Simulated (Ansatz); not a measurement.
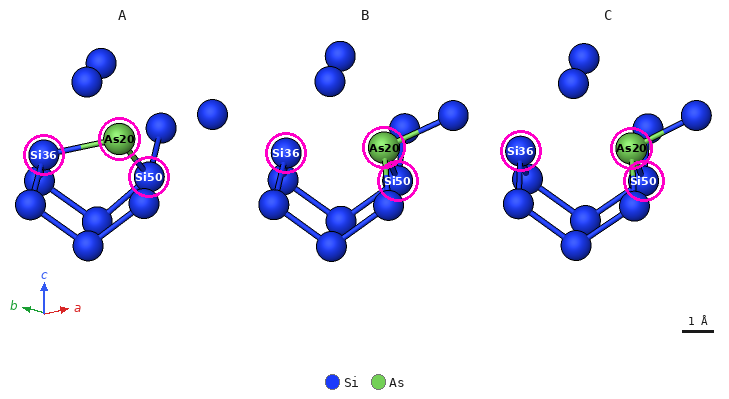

3 geometries from a converged minimum-energy path of Si with a Si vacancy (63 atoms in the cell, charge -2), shuffled. Style: ball-and-stick. Shown: the atoms within 3.9 Å of the middle of the path, from a free direction. The atoms that move most are ringed. Bonds to atoms that aren't drawn are left out.

All numbers below come from DFT LDA, scalar-relativistic, plane waves, PAW in Ansatz 0.2.0. Set-up: plane-wave cutoff 420 eV; k-point mesh 1 × 1 × 1; Gaussian smearing 0.05 eV; spin collinear; 5 movable images; climbing image; force threshold 0.05 eV/Å; iteration limit 21; starting path by image-dependent pair potential.

> Which frame is the top of the path?

A. In order along the path, whose images run from 0 to 6: C (image 0, 0.00 eV), B (image 1, +0.09 eV), A (image 3, +0.35 eV). The As atom travels furthest, 1.81 Å from end to end, along [−1 1 1], on a path that bends up to 0.34 Å away from the straight line. At the highest image its nearest neighbour (Si) is 2.52 Å away, against 2.42 Å at the start, and the surrounding atoms stand up to 0.33 Å off the mean of their end positions. Breaking: 3 As–Si (2.42–2.43 → 3.62 Å). Forming: 3 As–Si (3.60–3.66 → 2.43 Å).

Limits of the set-up: the cell is charged, on a uniform background, and energies carry no finite-size correction.

The run took 5.5 min on 4 threads of Arm Neoverse V2, with other jobs on the host, peak memory 4.1 GiB.

PAW datasets: the set soft_1.
